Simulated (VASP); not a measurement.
# A VASP study of SrIr2 (LDA): structure first, properties next, part 2 of 6

Aim: relax SrIr2, then compute properties on the relaxed cell. Left out of this account: 1 further run (relaxation: it shows nothing beyond the runs told). The start is a computed cell from the Materials Project.

VASP 6.6.1; LDA; plane waves and PAW (Sr_sv, Ir).

Still holding for the runs below: The k-mesh is coarse for a metal.

So far. Step 2 (Relaxing cell and atoms (LDA)): It ends with forces that vanish by symmetry and a pressure of -0.03 GPa. Step 3 (Second relaxation): It ends with forces that vanish by symmetry and a pressure of 0.00 GPa. The volume moved by under 0.01 %: the run met its threshold at the first step.

## (4) Density, ELF and potential (LDA)

The relaxed cell gets a fresh self-consistent run, on a basis set for its own volume, to fix the density and to check the remaining stress.

The input, INCAR:

```
SYSTEM = SrIr2
PREC = Accurate
ENCUT = 400
EDIFF = 1E-06
NELM = 100
ISMEAR = 1
SIGMA = 0.2
LREAL = .FALSE.
ALGO = Normal
GGA = CA
NBANDS = 34
LASPH = .TRUE.
LORBIT = 11
LWAVE = .FALSE.
LCHARG = .TRUE.
ISIF = 2
LELF = .TRUE.
LVHAR = .TRUE.
```

The input, POSCAR:

```
SrIr2
1.0
    0.0000000000      3.7999648901      3.7999648901
    3.7999648901      0.0000000000      3.7999648901
    3.7999648901      3.7999648901      0.0000000000
Sr Ir
2 4
Direct
    0.2500000000      0.2500000000      0.2500000000
    0.0000000000      0.0000000000      0.0000000000
    0.6250000000      0.1250000000      0.6250000000
    0.6250000000      0.6250000000      0.1250000000
    0.1250000000      0.6250000000      0.6250000000
    0.6250000000      0.6250000000      0.6250000000
```

The input, KPOINTS:

```
Automatic mesh
0
Gamma
5 5 5
0 0 0
```

PAW data sets: Sr_sv and Ir (LDA family, release 64).

Command:

```bash
$ mpirun -np 4 vasp_std
```

The log of the run:

```text
[banner, memory and clock lines left out]
running    4 mpi-ranks, on    1 nodes
 distrk:  each k-point on    4 cores,    1 groups
 distr:  one band on    1 cores,    4 groups

 POSCAR found type information on POSCAR SrIr
 POSCAR found :  2 types and       6 ions
 LDA part: xc-table for (Slater(with rela. corr.)+CA(PZ))
 , standard interpolation
|                                                                             |
|           W    W    AA    RRRRR   N    N  II  N    N   GGGG   !!!           |
|           W    W   A  A   R    R  NN   N  II  NN   N  G    G  !!!           |
|           W    W  A    A  R    R  N N  N  II  N N  N  G       !!!           |
|           W WW W  AAAAAA  RRRRR   N  N N  II  N  N N  G  GGG   !            |
|           WW  WW  A    A  R   R   N   NN  II  N   NN  G    G                |
|           W    W  A    A  R    R  N    N  II  N    N   GGGG   !!!           |
|                                                                             |
|     The number of bands has been changed from the values supplied in        |
|     The orbitals not found in the WAVECAR file will be initialized with     |
|     random numbers, which is usually adequate. For correlated               |
|     calculations, however, you should redo the groundstate calculation.     |
|     I found NBANDS = 34. Now, NBANDS = 36.                                  |
|                                                                             |

 POSCAR, INCAR and KPOINTS ok, starting setup
 FFT: planning ... GRIDC
 FFT: planning ... GRID_SOFT
 FFT: planning ... GRID
 WAVECAR not read
 entering main loop
       N       E                     dE             d eps       ncg     rms          rms(c)
DAV:   1     0.480281705950E+03    0.48028E+03   -0.21961E+04   720   0.125E+03
DAV:   2    -0.836232058699E+01   -0.48864E+03   -0.47147E+03   720   0.422E+02
DAV:   3    -0.478281145249E+02   -0.39466E+02   -0.37611E+02  1068   0.103E+02
DAV:   4    -0.506367593732E+02   -0.28086E+01   -0.27836E+01  1136   0.250E+01
DAV:   5    -0.507204885796E+02   -0.83729E-01   -0.83672E-01  1052   0.304E+00    0.623E+01
DAV:   6    -0.472582347009E+02    0.34623E+01   -0.23077E+01  1064   0.293E+01    0.139E+01
DAV:   7    -0.469026180359E+02    0.35562E+00   -0.23282E+00  1052   0.949E+00    0.131E+01
DAV:   8    -0.468071831460E+02    0.95435E-01   -0.26088E-01  1064   0.265E+00    0.254E+00
DAV:   9    -0.467996407008E+02    0.75424E-02   -0.41129E-02  1032   0.136E+00    0.677E-01
DAV:  10    -0.467994893407E+02    0.15136E-03   -0.34262E-03   984   0.319E-01    0.159E-01
DAV:  11    -0.467995173039E+02   -0.27963E-04   -0.16935E-04  1052   0.679E-02    0.595E-02
DAV:  12    -0.467995107411E+02    0.65628E-05   -0.37919E-05  1020   0.378E-02    0.166E-02
DAV:  13    -0.467995104721E+02    0.26905E-06   -0.14712E-06   548   0.828E-03
   1 F= -.46799510E+02 E0= -.46796336E+02  d E =-.952234E-02
```

Wall time 16 s (4 MPI ranks of AMD EPYC 7R43, shared host); peak memory 0.38 GiB.

From OUTCAR (step 4):

```text
 Found     10 irreducible k-points:

   k-points           NKPTS =     10   k-points in BZ     NKDIM =     10   number of bands    NBANDS=     36

   NELECT =      56.0000    total number of electrons

 E-fermi :   6.2758

 k-point     1 :       0.0000    0.0000    0.0000
  band No.  band energies     occupation
    ...
     22       6.0096      2.06792
     23       6.0096      2.06792
     24       6.0096      2.06792
     25       6.0851      2.03916
     26       6.0851      2.03916
     27       7.0745     -0.00000
     28       7.0745     -0.00000
     29       7.6572     -0.00000
     30       7.7246     -0.00000
     31       7.7246     -0.00000
    ...

 k-point     2 :       0.2000    0.0000    0.0000
  band No.  band energies     occupation
    ...
     23       5.5014      2.00000
     24       5.9698      2.05257
     25       6.0281      2.07086
     26       6.0281      2.07086
     27       6.1307      1.93701
     28       6.7264     -0.00649
     29       6.7264     -0.00649
     30       7.7205     -0.00000
     31       8.0686     -0.00000
     32       8.0686     -0.00000
    ...

  Total        0.0006131      0.0006131      0.0006131      0.0000000     -0.0000000      0.0000000
  in kB        0.0089516      0.0089516      0.0089516      0.0000000     -0.0000000      0.0000000
  external PRESSURE =       0.0089516 kB  Pullay stress =       0.0000000 kB

 POSITION                                       TOTAL-FORCE (eV/Angst)
 -----------------------------------------------------------------------------------
      1.89998      1.89998      1.89998         0.000000      0.000000     -0.000000
      0.00000      0.00000      0.00000        -0.000000     -0.000000      0.000000
      2.84997      4.74996      2.84997         0.000000      0.000000     -0.000000
      2.84997      2.84997      4.74996         0.000000      0.000000     -0.000000
      4.74996      2.84997      2.84997         0.000000      0.000000     -0.000000
      4.74996      4.74996      4.74996         0.000000      0.000000     -0.000000
 -----------------------------------------------------------------------------------
    total drift:                                0.000000      0.000000      0.000000

  FREE ENERGIE OF THE ION-ELECTRON SYSTEM (eV)
  ---------------------------------------------------
  free  energy   TOTEN  =       -46.7995104721 eV

  energy  without entropy=      -46.7899881312  energy(sigma->0) =      -46.79633636

[... 9 parts as in an earlier step ...]

[... 5 further parts left out ...]
```

Numbers from this step:

* SCF cycles: 13
* bands: 36
* pressure: 8.95e-4 GPa

Valence electrons inside each PAW sphere by angular momentum. Sphere charges, by row:

```
atom  s (e)  p (e)  d (e)  tot (e)
 Sr1  2.042  5.788  0.367    8.197
 Sr2  2.042  5.788  0.367    8.197
 Ir3  0.751  0.515  7.066    8.332
 Ir4  0.751  0.515  7.066    8.332
 Ir5  0.751  0.515  7.066    8.332
 Ir6  0.751  0.515  7.066    8.332
```

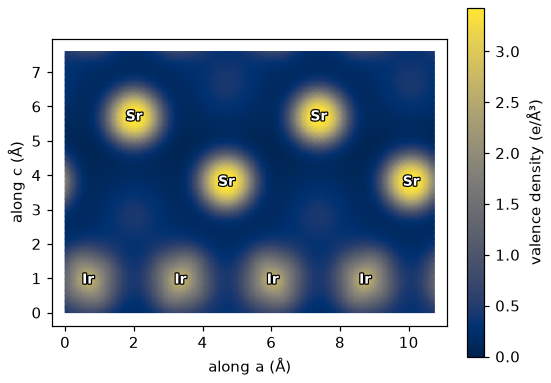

Valence density in the ac plane of a cell with a along [110], b along [-110] and c along [001] of the cube at fractional y = 0.000, with atoms of Sr and Ir within 0.2 Å of it. It is the smooth field of the valence electrons, not physical close to the nuclei. The map starts off the cell's origin, so that atoms lie inside it.

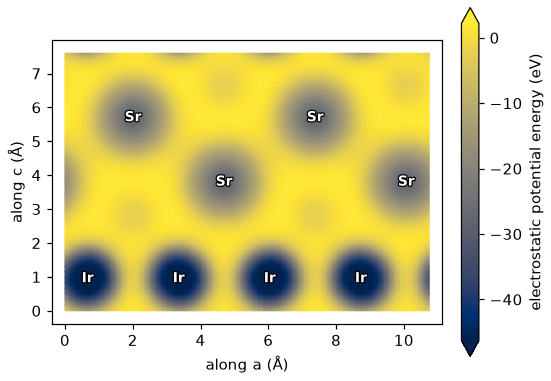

Electrostatic potential energy in the ac plane of a cell with a along [110], b along [-110] and c along [001] of the cube at fractional y = 0.000, with atoms of Sr and Ir within 0.2 Å of it. With pseudopotentials it is smooth inside the atoms' cores, unlike the true potential. The map starts off the cell's origin, so that atoms lie inside it.

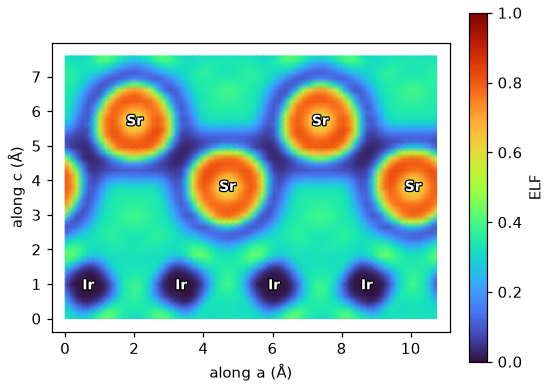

ELF in the ac plane of a cell with a along [110], b along [-110] and c along [001] of the cube at fractional y = 0.000, with atoms of Sr and Ir within 0.2 Å of it. It is the smooth field of the valence electrons, not physical close to the nuclei. The map starts off the cell's origin, so that atoms lie inside it.

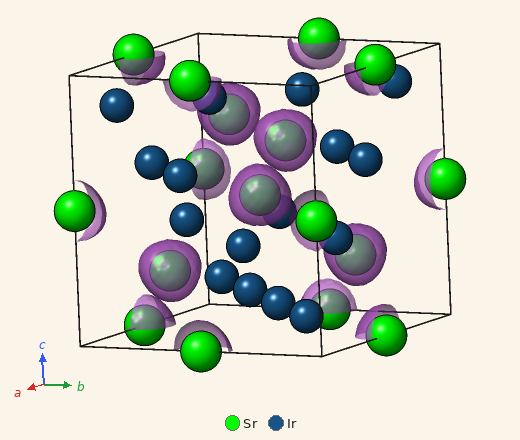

Surface of ELF = 0.74.

In this run the pressure is 0.00 GPa, small enough to go on.

## (5) Bands along the symmetry lines (LDA)

The mesh alone shows little of the dispersion and can miss band extrema, so KPOINTS_OPT adds a path through the symmetry points after the self-consistent cycle.

The input, INCAR:

```
SYSTEM = SrIr2
PREC = Accurate
ENCUT = 400
EDIFF = 1E-06
NELM = 100
ISMEAR = 1
SIGMA = 0.2
LREAL = .FALSE.
ALGO = Normal
GGA = CA
NBANDS = 44
LASPH = .TRUE.
LORBIT = 11
LWAVE = .FALSE.
LCHARG = .FALSE.
KPAR = 4
```

POSCAR is that of step 4.

KPOINTS is that of step 4.

The input, KPOINTS_OPT:

```
Line mode
16
Line-mode
Reciprocal
  0.00000000   0.00000000   0.00000000 GAMMA
  0.50000000   0.00000000   0.50000000 X

  0.50000000   0.00000000   0.50000000 X
  0.50000000   0.25000000   0.75000000 W

  0.50000000   0.25000000   0.75000000 W
  0.37500000   0.37500000   0.75000000 K

  0.37500000   0.37500000   0.75000000 K
  0.00000000   0.00000000   0.00000000 GAMMA

  0.00000000   0.00000000   0.00000000 GAMMA
  0.50000000   0.50000000   0.50000000 L

  0.50000000   0.50000000   0.50000000 L
  0.62500000   0.25000000   0.62500000 U

  0.62500000   0.25000000   0.62500000 U
  0.50000000   0.25000000   0.75000000 W

  0.50000000   0.25000000   0.75000000 W
  0.50000000   0.50000000   0.50000000 L

  0.50000000   0.50000000   0.50000000 L
  0.37500000   0.37500000   0.75000000 K

  0.62500000   0.25000000   0.62500000 U
  0.50000000   0.00000000   0.50000000 X
```

Command:

```bash
$ mpirun -np 4 vasp_std
```

The log of the run:

```text
[... set-up lines as in an earlier step ...]
 entering main loop
       N       E                     dE             d eps       ncg     rms          rms(c)
DAV:   1     0.459383407697E+03    0.45938E+03   -0.21508E+04   880   0.103E+03
DAV:   2    -0.201231125785E+02   -0.47951E+03   -0.44371E+03   880   0.340E+02
DAV:   3    -0.489695773050E+02   -0.28846E+02   -0.27625E+02  1248   0.838E+01
DAV:   4    -0.507071644721E+02   -0.17376E+01   -0.17169E+01  1464   0.155E+01
DAV:   5    -0.507220605573E+02   -0.14896E-01   -0.14897E-01  1228   0.133E+00    0.623E+01
DAV:   6    -0.473204090161E+02    0.34017E+01   -0.14062E+01  1200   0.240E+01    0.148E+01
DAV:   7    -0.469068811330E+02    0.41353E+00   -0.15108E+00  1156   0.841E+00    0.126E+01
DAV:   8    -0.468063687810E+02    0.10051E+00   -0.16423E-01  1208   0.213E+00    0.382E+00
DAV:   9    -0.467997732810E+02    0.65955E-02   -0.21628E-02  1392   0.879E-01    0.551E-01
DAV:  10    -0.467994962294E+02    0.27705E-03   -0.16675E-03  1184   0.235E-01    0.208E-01
DAV:  11    -0.467995190487E+02   -0.22819E-04   -0.12040E-04  1148   0.661E-02    0.121E-01
DAV:  12    -0.467995106794E+02    0.83693E-05   -0.16051E-05  1312   0.258E-02    0.230E-02
DAV:  13    -0.467995105242E+02    0.15527E-06   -0.77351E-07   632   0.529E-03
   1 F= -.46799511E+02 E0= -.46796337E+02  d E =-.952053E-02
 Start KPOINTS_OPT (optional k-point list driver)
k-point batch [1-10\160]
       N       E                     dE             ncg
DAV:   1     0.425004315425E+04    0.53074E+03      880
DAV:   2    -0.472997022045E+03   -0.47230E+04      888
DAV:   3    -0.751590205444E+03   -0.27859E+03     1248
DAV:   4    -0.763694980467E+03   -0.12105E+02     1416
DAV:   5    -0.763943195051E+03   -0.24821E+00     1260
DAV:   6    -0.763949183151E+03   -0.59881E-02     1336
DAV:   7    -0.763949342243E+03   -0.15909E-03     1388
DAV:   8    -0.763949346119E+03   -0.38756E-05     1040
DAV:   9    -0.763949346343E+03   -0.22432E-06      732
[...]
k-point batch [151-160\160]
       N       E                     dE             ncg
DAV:   1     0.428270137771E+04   -0.92613E+04      880
DAV:   2    -0.582866107863E+03   -0.48656E+04      892
DAV:   3    -0.856911317473E+03   -0.27405E+03     1232
DAV:   4    -0.871438845873E+03   -0.14528E+02     1440
DAV:   5    -0.871549216278E+03   -0.11037E+00     1156
DAV:   6    -0.871551620117E+03   -0.24038E-02     1208
DAV:   7    -0.871551717031E+03   -0.96914E-04     1296
DAV:   8    -0.871551719737E+03   -0.27059E-05     1080
DAV:   9    -0.871551719833E+03   -0.95473E-07      724
```

It took 1.9 min on 4 MPI ranks; peak memory 0.76 GiB; 7.6 min of CPU time.

From OUTCAR (step 5):

```text
   k-points           NKPTS =     10   k-points in BZ     NKDIM =     10   number of bands    NBANDS=     44

   NELECT =      56.0000    total number of electrons

 E-fermi :   6.2759

 k-point     1 :       0.0000    0.0000    0.0000
  band No.  band energies     occupation
    ...
     22       6.0098      2.06793
     23       6.0098      2.06793
     24       6.0098      2.06793
     25       6.0853      2.03915
     26       6.0853      2.03915
     27       7.0745     -0.00000
     28       7.0745     -0.00000
     29       7.6573     -0.00000
     30       7.7246     -0.00000
     31       7.7246     -0.00000
    ...

  Total       -0.0053530     -0.0053530     -0.0053530      0.0000000     -0.0000000     -0.0000000
  in kB       -0.0781518     -0.0781518     -0.0781518      0.0000000     -0.0000000     -0.0000000
  external PRESSURE =      -0.0781518 kB  Pullay stress =       0.0000000 kB

 POSITION                                       TOTAL-FORCE (eV/Angst)
 -----------------------------------------------------------------------------------
      1.89998      1.89998      1.89998        -0.000000     -0.000000      0.000000
      0.00000      0.00000      0.00000         0.000000      0.000000     -0.000000
      2.84997      4.74996      2.84997        -0.000000     -0.000000     -0.000000
      2.84997      2.84997      4.74996        -0.000000     -0.000000     -0.000000
      4.74996      2.84997      2.84997        -0.000000     -0.000000     -0.000000
      4.74996      4.74996      4.74996        -0.000000     -0.000000     -0.000000
 -----------------------------------------------------------------------------------
    total drift:                                0.000000      0.000000      0.000000

  FREE ENERGIE OF THE ION-ELECTRON SYSTEM (eV)
  ---------------------------------------------------
  free  energy   TOTEN  =       -46.7995105242 eV

  energy  without entropy=      -46.7899899962  energy(sigma->0) =      -46.79633701

[... 9 parts as in an earlier step ...]

[... 7 further parts left out ...]
```

Spin-orbit coupling is off here; with elements this heavy it splits and shifts levels by tenths of an eV or more.

This step gave:

```
bands    : 44
pressure : -0.007815 GPa
```

The electronic bands at the labelled points (eV, zero at the Fermi level; # counts the bands kept, so #1 is VASP's band 9):

```
    point    #17    #18    #19    #20    #21    #22   #23   #24
        Γ  -0.19  -0.19   0.80   0.80   1.38   1.45  1.45  1.45
        X  -1.62  -1.62  -0.31  -0.31  -0.19  -0.19  1.94  1.94
        W  -0.85  -0.85  -0.83  -0.83   0.30   0.30  1.67  1.67
        K  -1.42  -1.08  -0.74  -0.60  -0.02   0.32  1.39  2.41
        Γ  -0.19  -0.19   0.80   0.80   1.38   1.45  1.45  1.45
        L  -0.43  -0.43  -0.38   0.03   0.03   2.00  2.39  2.61
        U  -1.42  -1.08  -0.74  -0.60  -0.02   0.32  1.39  2.41
        W  -0.85  -0.85  -0.83  -0.83   0.30   0.30  1.67  1.67
        L  -0.43  -0.43  -0.38   0.03   0.03   2.00  2.39  2.61
        K  -1.42  -1.08  -0.74  -0.60  -0.02   0.32  1.39  2.41
jump to U  -1.42  -1.08  -0.74  -0.60  -0.02   0.32  1.39  2.41
        X  -1.62  -1.62  -0.31  -0.31  -0.19  -0.19  1.94  1.94
```

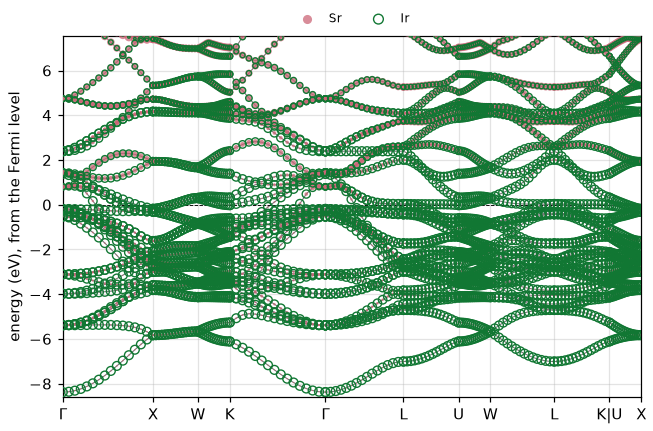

Electronic bands along the path; dots are coloured as in the legend, and their area grows with the weight.

There is no gap at this level.

[end of part 2 of 6]

[Lines on the potential files, build, host, timing and source positions are cut from VASP's logs without a mark.]

[Logs are printed without paths, hosts, clocks, repeated set-up lines and the standing remarks that a program may print on its own settings, such as how far it seeks lower states.]

[Hosts, paths, dates, database ids (printed as entryN), source tags and the programs' standing remarks are cut or masked in the printed files.]

[A measured line is paired with the nearest computed mode of its activity, which favours agreement.]
